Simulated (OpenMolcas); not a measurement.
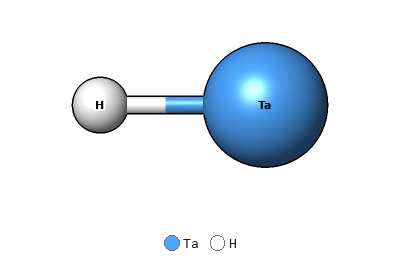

The molecule at the reference distance of 1.739 Å.

## Run report: TaH⁺, relativistic diatomic calculation (part 1 of 2)

- system: TaH⁺.
- method: SA-CASSCF(5,7)/XMS-CASPT2 + RASSI spin-orbit (X2C scalar, AMFI), ANO-RCC-VDZP (OpenMolcas)

## Results in brief

| quantity | value |
| --- | --- |
| outcome | converged |
| lowest spin-free state | ⁴Σ |
| lowest spin-orbit level | Ω = 3/2, −15602.11249 hartree |
| next level | Ω = 1/2, 1,001 cm⁻¹ |
| hardware | 1 thread of Arm Neoverse V1, 24 GiB of memory available, shared host |
| wall time | 67 s |
| peak memory | 0.58 GiB |

## Remarks

Limits: 8 of the 68 spin-orbit states have no clean Ω, so their splittings aren't to be trusted.

## The input
```
&GATEWAY
Coord
2
angstrom
Ta 0.0 0.0 0.0
H 0.0 0.0 1.7390
Basis=ANO-RCC-VDZP
Group=XY
RX2C
AMFI
ANGMom
0.0 0.0 0.0
RICD
&SEWARD
&GUESSORB
&RASSCF
FileOrb=$CurrDir/o42.orb
Symmetry=2
Spin=4
nActEl=5 0 0
Inactive=18 16
RAS2=5 2
CIRoot=6 6 1
Linear
Iterations=120 100
OrbListing=Nothing
PRWF=0.15
>>COPY $Project.RasOrb $CurrDir/o42.orb
>>COPY $Project.rasscf.h5 $CurrDir/r42.h5
&CASPT2
XMultistate=all
Imaginary=0.2
IPEA=0.25
MaxIter=40
>>COPY $Project.JobMix JOB001
&RASSCF
FileOrb=$CurrDir/o41.orb
Symmetry=1
Spin=4
nActEl=5 0 0
Inactive=18 16
RAS2=5 2
CIRoot=4 4 1
Linear
Iterations=120 100
OrbListing=Nothing
PRWF=0.15
>>COPY $Project.RasOrb $CurrDir/o41.orb
>>COPY $Project.rasscf.h5 $CurrDir/r41.h5
&CASPT2
XMultistate=all
Imaginary=0.2
IPEA=0.25
MaxIter=40
>>COPY $Project.JobMix JOB002
&RASSCF
FileOrb=$CurrDir/o22.orb
Symmetry=2
Spin=2
nActEl=5 0 0
Inactive=18 16
RAS2=5 2
CIRoot=6 6 1
Linear
Iterations=120 100
OrbListing=Nothing
PRWF=0.15
>>COPY $Project.RasOrb $CurrDir/o22.orb
>>COPY $Project.rasscf.h5 $CurrDir/r22.h5
&CASPT2
XMultistate=all
Imaginary=0.2
IPEA=0.25
MaxIter=40
>>COPY $Project.JobMix JOB003
&RASSCF
FileOrb=$CurrDir/o21.orb
Symmetry=1
Spin=2
nActEl=5 0 0
Inactive=18 16
RAS2=5 2
CIRoot=8 8 1
Linear
Iterations=120 100
OrbListing=Nothing
PRWF=0.15
>>COPY $Project.RasOrb $CurrDir/o21.orb
>>COPY $Project.rasscf.h5 $CurrDir/r21.h5
&CASPT2
XMultistate=all
Imaginary=0.2
IPEA=0.25
MaxIter=40
>>COPY $Project.JobMix JOB004
&RASSI
Nr of JobIphs=4 6 4 6 8
1 2 3 4 5 6
1 2 3 4
1 2 3 4 5 6
1 2 3 4 5 6 7 8
SpinOrbit
EJob
Omega
MEES
MESO
Properties=4
'AngMom' 3 'Mltpl  1' 1 'Mltpl  1' 2 'Mltpl  1' 3
Thrs=1.0d-4
>>COPY $Project.rassi.h5 $CurrDir/so.h5
```

The first orbital files come from an earlier step.

Run as:
```bash
pymolcas m.inp (one call a module block, same work directory)
```

## Log (extracts)
```
++    Wave function specifications:
      Number of closed shell electrons          68
      Number of electrons in active shells       5
      Number of inactive orbitals               34
      Number of active orbitals                  7
      Number of secondary orbitals              32
      Spin quantum number                      1.5
      State symmetry                             2
++    Orbital specifications:
      Symmetry species                           1   2
                                                 a   b
      Frozen orbitals                            0   0
      Inactive orbitals                         18  16
      Active orbitals                            5   2
      RAS2 orbitals                              5   2
      Secondary orbitals                        16  16
      Number of basis functions                 39  34
      printout of CI-coefficients larger than  0.15 for root  1
      energy=  -15601.888713
      conf/sym  11111 22     Coeff  Weight
           106  0u0u2 0u  -0.69247 0.47952
           109  00uu2 u0  -0.69247 0.47952
      printout of CI-coefficients larger than  0.15 for root  2
      energy=  -15601.888713
      conf/sym  11111 22     Coeff  Weight
           105  0u0u2 u0  -0.69247 0.47952
           110  00uu2 0u   0.69247 0.47952
      printout of CI-coefficients larger than  0.15 for root  3
      energy=  -15601.880673
      conf/sym  11111 22     Coeff  Weight
            97  0uu02 u0  -0.41623 0.17325
           105  0u0u2 u0   0.16051 0.02576
           106  0u0u2 0u  -0.60690 0.36833
           109  00uu2 u0   0.60690 0.36833
           110  00uu2 0u   0.16051 0.02576
      printout of CI-coefficients larger than  0.15 for root  4
      energy=  -15601.880673
      conf/sym  11111 22     Coeff  Weight
            98  0uu02 0u  -0.41623 0.17325
           105  0u0u2 u0  -0.60690 0.36833
           106  0u0u2 0u  -0.16051 0.02576
           109  00uu2 u0   0.16051 0.02576
           110  00uu2 0u  -0.60690 0.36833
      printout of CI-coefficients larger than  0.15 for root  5
      energy=  -15601.845377
      conf/sym  11111 22     Coeff  Weight
            98  0uu02 0u  -0.89303 0.79750
           105  0u0u2 u0   0.28210 0.07958
           110  00uu2 0u   0.28210 0.07958
      printout of CI-coefficients larger than  0.15 for root  6
      energy=  -15601.845377
      conf/sym  11111 22     Coeff  Weight
            97  0uu02 u0  -0.89303 0.79750
           106  0u0u2 0u   0.28210 0.07958
           109  00uu2 u0  -0.28210 0.07958
      Natural orbitals and occupation numbers for root  1
      sym 1:   0.044808   0.500055   0.500055   0.999109   1.954592
      sym 2:   0.500690   0.500690
      Natural orbitals and occupation numbers for root  2
      sym 1:   0.044808   0.500055   0.500055   0.999109   1.954592
      sym 2:   0.500690   0.500690
      Natural orbitals and occupation numbers for root  3
      sym 1:   0.044513   0.411927   0.591359   0.998445   1.943944
      sym 2:   0.598656   0.411156
      Natural orbitals and occupation numbers for root  4
      sym 1:   0.044513   0.411927   0.591359   0.998445   1.943944
      sym 2:   0.411156   0.598656
      Natural orbitals and occupation numbers for root  5
      sym 1:   0.039232   0.998377   0.908194   0.092529   1.955943
      sym 2:   0.094625   0.911100
      Natural orbitals and occupation numbers for root  6
      sym 1:   0.039232   0.998377   0.908194   0.092529   1.955943
      sym 2:   0.911100   0.094625
      RASSCF energy for state  6                 -15601.84537651
::    RASSCF root number  1 Total energy: -15601.88871278
::    RASSCF root number  2 Total energy: -15601.88871278
::    RASSCF root number  3 Total energy: -15601.88067292
::    RASSCF root number  4 Total energy: -15601.88067292
::    RASSCF root number  5 Total energy: -15601.84537651
::    RASSCF root number  6 Total energy: -15601.84537651
      Von Neumann Entropy (Root   1) =  2.65577
++    Wave function specifications:
      Number of closed shell electrons           8
      Number of electrons in active shells       5
      Number of inactive orbitals                4
      Number of active orbitals                  7
      Number of secondary orbitals              32
      Spin quantum number                      1.5
      State symmetry                             2
      Number of CSFs                           120
      Number of CASSCF root(s) available         6
      CASPT2 state passed to geometry opt.       6
      A file JOBMIX will be created
      This is a MULTI-STATE CASSCF reference
      Number of CI roots used                    6
      These are:                                 1   2   3   4   5   6
      Off-diagonal elements of Heff are computed
  FINAL CASPT2 RESULT:
      Reference energy:      -15601.8887127752
      E2 (Non-variational):      -0.2072489450
      Shift correction:          -0.0004238856
      E2 (Variational):          -0.2076728307
      Total energy:          -15602.0963856059
      Reference weight:           0.97064
  FINAL CASPT2 RESULT:
      Reference energy:      -15601.8887127752
      E2 (Non-variational):      -0.2072489450
      Shift correction:          -0.0004238857
      E2 (Variational):          -0.2076728307
      Total energy:          -15602.0963856059
      Reference weight:           0.97064
  FINAL CASPT2 RESULT:
      Reference energy:      -15601.8806729221
      E2 (Non-variational):      -0.2090288351
      Shift correction:          -0.0005610015
      E2 (Variational):          -0.2095898365
      Total energy:          -15602.0902627586
      Reference weight:           0.96892
  FINAL CASPT2 RESULT:
      Reference energy:      -15601.8806729221
      E2 (Non-variational):      -0.2090288350
      Shift correction:          -0.0005610014
      E2 (Variational):          -0.2095898364
      Total energy:          -15602.0902627585
      Reference weight:           0.96892
  FINAL CASPT2 RESULT:
      Reference energy:      -15601.8453765107
      E2 (Non-variational):      -0.2110511605
      Shift correction:          -0.0005459986
      E2 (Variational):          -0.2115971591
      Total energy:          -15602.0569736698
      Reference weight:           0.96972
  FINAL CASPT2 RESULT:
      Reference energy:      -15601.8453765107
      E2 (Non-variational):      -0.2110511604
      Shift correction:          -0.0005459986
      E2 (Variational):          -0.2115971590
      Total energy:          -15602.0569736696
      Reference weight:           0.96972
       Total XMS-CASPT2 energies:
::    XMS-CASPT2 Root  1     Total energy: -15602.09638982
::    XMS-CASPT2 Root  2     Total energy: -15602.09638982
::    XMS-CASPT2 Root  3     Total energy: -15602.08937069
::    XMS-CASPT2 Root  4     Total energy: -15602.08937069
::    XMS-CASPT2 Root  5     Total energy: -15602.05786152
::    XMS-CASPT2 Root  6     Total energy: -15602.05786152
++    Wave function specifications:
      Number of closed shell electrons          68
      Number of electrons in active shells       5
      Number of inactive orbitals               34
      Number of active orbitals                  7
      Number of secondary orbitals              32
      Spin quantum number                      1.5
      State symmetry                             1
      printout of CI-coefficients larger than  0.15 for root  1
      energy=  -15601.888450
      conf/sym  11111 22     Coeff  Weight
            66  0uuu2 00   0.88667 0.78619
           104  000u2 uu  -0.42579 0.18129
      printout of CI-coefficients larger than  0.15 for root  2
      energy=  -15601.863778
      conf/sym  11111 22     Coeff  Weight
           103  00u02 uu   0.98307 0.96643
      printout of CI-coefficients larger than  0.15 for root  3
      energy=  -15601.863778
      conf/sym  11111 22     Coeff  Weight
           102  0u002 uu   0.98307 0.96643
      printout of CI-coefficients larger than  0.15 for root  4
      energy=  -15601.850011
      conf/sym  11111 22     Coeff  Weight
            66  0uuu2 00   0.41648 0.17346
           104  000u2 uu   0.88230 0.77845
      Natural orbitals and occupation numbers for root  1
      sym 1:   0.041966   0.811844   0.811844   0.999023   1.955293
      sym 2:   0.190015   0.190015
      Natural orbitals and occupation numbers for root  2
      sym 1:   0.046347   0.002849   0.999977   0.002141   1.948720
      sym 2:   0.999983   0.999983
      Natural orbitals and occupation numbers for root  3
      sym 1:   0.046347   0.999977   0.002849   0.002141   1.948720
      sym 2:   0.999983   0.999983
      Natural orbitals and occupation numbers for root  4
      sym 1:   0.044997   0.189742   0.189742   0.998107   1.933693
      sym 2:   0.821859   0.821859
      RASSCF energy for state  4                 -15601.85001098
::    RASSCF root number  1 Total energy: -15601.88844964
::    RASSCF root number  2 Total energy: -15601.86377823
::    RASSCF root number  3 Total energy: -15601.86377823
::    RASSCF root number  4 Total energy: -15601.85001098
      Von Neumann Entropy (Root   1) =  2.35032
++    Wave function specifications:
      Number of closed shell electrons           8
      Number of electrons in active shells       5
      Number of inactive orbitals                4
      Number of active orbitals                  7
      Number of secondary orbitals              32
      Spin quantum number                      1.5
      State symmetry                             1
      Number of CSFs                           104
      Number of CASSCF root(s) available         4
      CASPT2 state passed to geometry opt.       4
      A file JOBMIX will be created
      This is a MULTI-STATE CASSCF reference
      Number of CI roots used                    4
      These are:                                 1   2   3   4
      Off-diagonal elements of Heff are computed
  FINAL CASPT2 RESULT:
      Reference energy:      -15601.8884496445
      E2 (Non-variational):      -0.2091952467
      Shift correction:          -0.0005877019
      E2 (Variational):          -0.2097829486
      Total energy:          -15602.0982325931
      Reference weight:           0.96865
  FINAL CASPT2 RESULT:
      Reference energy:      -15601.8637782284
      E2 (Non-variational):      -0.2094167361
      Shift correction:          -0.0004493785
      E2 (Variational):          -0.2098661146
      Total energy:          -15602.0736443430
      Reference weight:           0.97052
  FINAL CASPT2 RESULT:
      Reference energy:      -15601.8637782284
      E2 (Non-variational):      -0.2094147288
      Shift correction:          -0.0004494060
      E2 (Variational):          -0.2098641349
      Total energy:          -15602.0736423632
      Reference weight:           0.97052
  FINAL CASPT2 RESULT:
      Reference energy:      -15601.8500109786
      E2 (Non-variational):      -0.2107599234
      Shift correction:          -0.0005912961
      E2 (Variational):          -0.2113512194
      Total energy:          -15602.0613621980
      Reference weight:           0.96744
       Total XMS-CASPT2 energies:
::    XMS-CASPT2 Root  1     Total energy: -15602.09747462
::    XMS-CASPT2 Root  2     Total energy: -15602.07364435
::    XMS-CASPT2 Root  3     Total energy: -15602.07364236
::    XMS-CASPT2 Root  4     Total energy: -15602.06212017
++    Wave function specifications:
      Number of closed shell electrons          68
      Number of electrons in active shells       5
      Number of inactive orbitals               34
      Number of active orbitals                  7
      Number of secondary orbitals              32
      Spin quantum number                      0.5
      State symmetry                             2
      printout of CI-coefficients larger than  0.15 for root  1
      energy=  -15601.871228
      conf/sym  11111 22     Coeff  Weight
           159  02002 u0  -0.30553 0.09335
           171  00202 u0  -0.30553 0.09335
           187  00022 u0   0.56219 0.31606
           188  00022 0u   0.19498 0.03802
           208  0uu02 0d  -0.25893 0.06704
           216  0u0u2 0d  -0.40536 0.16431
           219  00uu2 d0   0.40536 0.16431
      printout of CI-coefficients larger than  0.15 for root  2
      energy=  -15601.871228
      conf/sym  11111 22     Coeff  Weight
           160  02002 0u   0.30553 0.09335
           172  00202 0u   0.30553 0.09335
           187  00022 u0   0.19498 0.03802
           188  00022 0u  -0.56219 0.31606
           207  0uu02 d0  -0.25893 0.06704
           215  0u0u2 d0   0.40536 0.16431
           220  00uu2 0d   0.40536 0.16431
      printout of CI-coefficients larger than  0.15 for root  3
      energy=  -15601.846206
      conf/sym  11111 22     Coeff  Weight
           160  02002 0u  -0.22641 0.05126
           167  0ud02 u0   0.32019 0.10252
           172  00202 0u   0.22641 0.05126
           179  0u0d2 u0  -0.27392 0.07503
           180  0u0d2 0u  -0.15207 0.02313
           183  00ud2 u0  -0.15207 0.02313
           184  00ud2 0u   0.27392 0.07503
           215  0u0u2 d0  -0.46499 0.21621
           216  0u0u2 0d  -0.25815 0.06664
           219  00uu2 d0  -0.25815 0.06664
           220  00uu2 0d   0.46499 0.21622
      printout of CI-coefficients larger than  0.15 for root  4
      energy=  -15601.846206
      conf/sym  11111 22     Coeff  Weight
           159  02002 u0  -0.22641 0.05126
           168  0ud02 0u  -0.32019 0.10252
           171  00202 u0   0.22641 0.05126
           179  0u0d2 u0   0.15207 0.02313
           180  0u0d2 0u  -0.27392 0.07503
           183  00ud2 u0  -0.27392 0.07503
           184  00ud2 0u  -0.15207 0.02313
           215  0u0u2 d0   0.25815 0.06664
           216  0u0u2 0d  -0.46499 0.21621
           219  00uu2 d0  -0.46499 0.21622
           220  00uu2 0d  -0.25815 0.06664
      printout of CI-coefficients larger than  0.15 for root  5
      energy=  -15601.842379
      conf/sym  11111 22     Coeff  Weight
           159  02002 u0   0.18907 0.03575
           171  00202 u0   0.18908 0.03575
           187  00022 u0  -0.45517 0.20718
           188  00022 0u  -0.26627 0.07090
           207  0uu02 d0   0.17849 0.03186
           208  0uu02 0d  -0.30511 0.09309
           216  0u0u2 0d  -0.44994 0.20245
           219  00uu2 d0   0.44994 0.20245
      printout of CI-coefficients larger than  0.15 for root  6
      energy=  -15601.842379
      conf/sym  11111 22     Coeff  Weight
           160  02002 0u  -0.18907 0.03575
           172  00202 0u  -0.18908 0.03575
           187  00022 u0  -0.26627 0.07090
           188  00022 0u   0.45517 0.20718
           207  0uu02 d0  -0.30511 0.09309
           208  0uu02 0d  -0.17849 0.03186
           215  0u0u2 d0   0.44994 0.20245
           220  00uu2 0d   0.44994 0.20245
      Natural orbitals and occupation numbers for root  1
      sym 1:   0.043227   0.463263   0.447553   1.085777   1.952701
      sym 2:   0.752717   0.254762
      Natural orbitals and occupation numbers for root  2
      sym 1:   0.043227   0.463263   0.447553   1.085777   1.952701
      sym 2:   0.254762   0.752717
      Natural orbitals and occupation numbers for root  3
      sym 1:   0.040475   0.609885   0.609888   0.779443   1.954416
      sym 2:   0.502946   0.502948
      Natural orbitals and occupation numbers for root  4
      sym 1:   0.040475   0.609885   0.609888   0.779443   1.954416
      sym 2:   0.502948   0.502946
      Natural orbitals and occupation numbers for root  5
      sym 1:   0.041747   0.465799   0.445703   1.065987   1.950320
      sym 2:   0.636578   0.393867
      Natural orbitals and occupation numbers for root  6
      sym 1:   0.041747   0.465799   0.445703   1.065987   1.950320
      sym 2:   0.393867   0.636578
      RASSCF energy for state  6                 -15601.84237886
::    RASSCF root number  1 Total energy: -15601.87122805
::    RASSCF root number  2 Total energy: -15601.87122805
::    RASSCFSPIN-FREE ENERGIES:
  (Shifted by EMIN (a.u.) =     -15602.0974746246)
 SF State       Relative EMIN(au)   Rel lowest level(eV)    D:o, cm**(-1)      Abs_M
     7             0.0000000000        0.0000000000              0.0000         0.0
     2             0.0010848010        0.0295189395            238.0863         3.0
     1             0.0010848010        0.0295189395            238.0863         3.0
     4             0.0081039373        0.2205193685           1778.6087         1.0
     3             0.0081039373        0.2205193685           1778.6087         1.0
    11             0.0127297790        0.3463949342           2793.8636         1.0
    12             0.0127297790        0.3463949342           2793.8636         1.0
     8             0.0238302792        0.6484549312           5230.1417         2.0
     9             0.0238322637        0.6485089340           5230.5773         2.0
    17             0.0260836694        0.7097728035           5724.7037         2.0
    18             0.0261220112        0.7108161369           5733.1188         2.0
    10             0.0353544580        0.9620438122           7759.4066         0.0
    13             0.0383583888        1.0437849340           8418.6932         3.0
    14             0.0383583888        1.0437849340           8418.6932         3.0
     5             0.0396131010        1.0779273924           8694.0707         1.0
     6             0.0396131010        1.0779273924           8694.0707         1.0
    15             0.0399844006        1.0880309695           8775.5616         1.0
    16             0.0399844006        1.0880309695           8775.5616         1.0
    19             0.0408241493        1.1108816953           8959.8651         0.0
    20             0.0479477893        1.3047258139          10523.3234         0.0
    21             0.0551168350        1.4998054868          12096.7471         2.0
    22             0.0551495249        1.5006950225          12103.9216         2.0
    23             0.0575633886        1.5663795995          12633.7035         4.0
    24             0.0575749746        1.5666948725          12636.2463         4.0
```

(Continued in part 2.)
